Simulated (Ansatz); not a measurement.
Cl₃FZr (SMILES [F][Zr]([Cl])([Cl])[Cl])

The calculation's input:

```
crystal:
  periodic: [false, false, false]
  atoms:
    - {symbol: F, position_ang: [-0.427916, -0.299484, 1.879667]}
    - {symbol: Zr, position_ang: [-0.008249, -0.026589, 0.070308]}
    - {symbol: Cl, position_ang: [1.823682, -1.338729, -0.492970]}
    - {symbol: Cl, position_ang: [-1.834924, -0.624472, -1.233840]}
    - {symbol: Cl, position_ang: [0.497306, 2.215572, -0.264566]}
basis:
  gaussian: {orbitals: def2-TZVPP}
hamiltonian: {xc: pbe0, dispersion: d4}
output: {orbitals: {seedname: orbitals}}
```

Launched as:

```sh
ansatz run in.yaml --threads 4 --pin off --events-out ev --progress --plain --max-ram 10444MiB
```

Geometry: PBE0-D4/def2-TZVP; core potentials replace the inner electrons of Zr.

These are results of RKS PBE0-D4/def2-TZVPP in Ansatz 0.2.0, not measurements.

**Predict the electron density and electron localisation function between the atoms.**

Zr–Cl (2.32 Å): ρ is about 0.64 e/Å³ halfway; the ELF peaks at about 0.85 in the valence shell of Cl, 0.8 Å from its nucleus, and is about 0.35 at the midpoint.

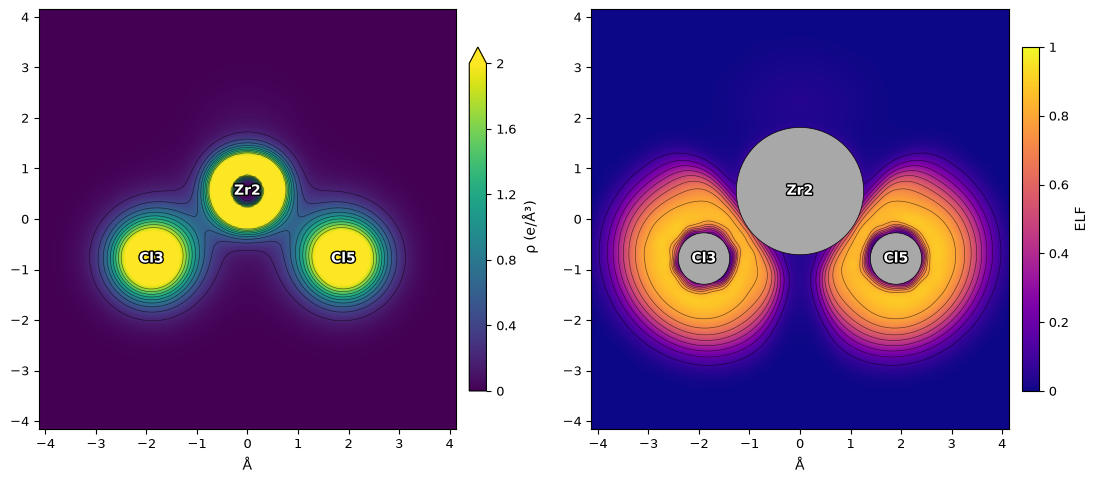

Computed electron density and electron localisation function on the plane of atoms Cl3, Zr2 and Cl5, in this order. Grey discs cover the atomic cores in the ELF map. 
